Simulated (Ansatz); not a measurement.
## How methods differ on SnSiH6 (SMILES [SiH3][SnH3])

SnSiH6: 8 atoms, total charge 0, spin state singlet. As SMILES, `[SiH3][SnH3]`. The shape was relaxed beforehand at B3LYP/def2-SVP.

```xyz
8

Si   -0.6303    0.1231   -1.1672
Sn    0.6182   -0.1304    1.0895
H    -2.0847    0.3582   -0.9281
H    -0.4734   -1.1149   -1.9858
H    -0.0784    1.2780   -1.9347
H     0.4576    1.2945    2.0421
H     2.2968   -0.4141    0.8333
H    -0.0136   -1.4512    1.9950
```

Quantity: the dissociation energy of the Sn2–Si1 bond into doublet SnH3 and doublet SiH3 (shapes relaxed at B3LYP/def2-SVP, no zero-point term), in eV. The values are calculated.

```csv
level,kind,program,value (eV),CPU time (all runs)
HF/def2-TZVP (core potential),Hartree–Fock,Ansatz,2.08,1 s
PBE/def2-TZVP (core potential),GGA,Ansatz,2.84,2 s
B3LYP/def2-TZVP (core potential),global hybrid,Ansatz,2.75,2.9 s
wB97M-V/def2-TZVP (core potential),range-separated hybrid,Ansatz,2.99,9.8 s
MP2/def2-TZVP (core potential),perturbation theory,Ansatz,2.97,2.3 s
```

Spin-orbit coupling, which can split open shells on such heavy atoms by tenths of an eV, is left out. The values span 2.08 to 2.99 eV. Hartree–Fock misses the correlation of the electron pair that is broken and comes out low. Measured bond enthalpies also hold zero-point and thermal terms, a few tenths of an eV less. In the correlated wave-function rows the outer d shell of Sn is correlated, in sets not made for it. In so small a basis fixed costs decide the times, and correlated methods can beat functionals. CPU times are rough (shared hosts, several kinds of processor and program).

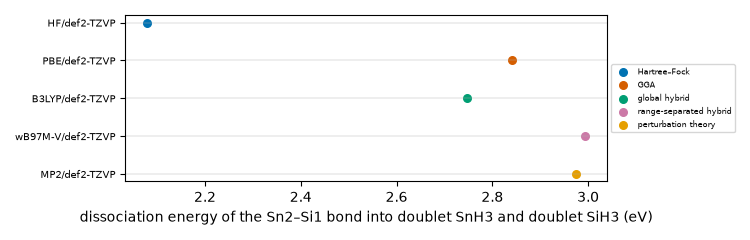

The values of the table, level by level.
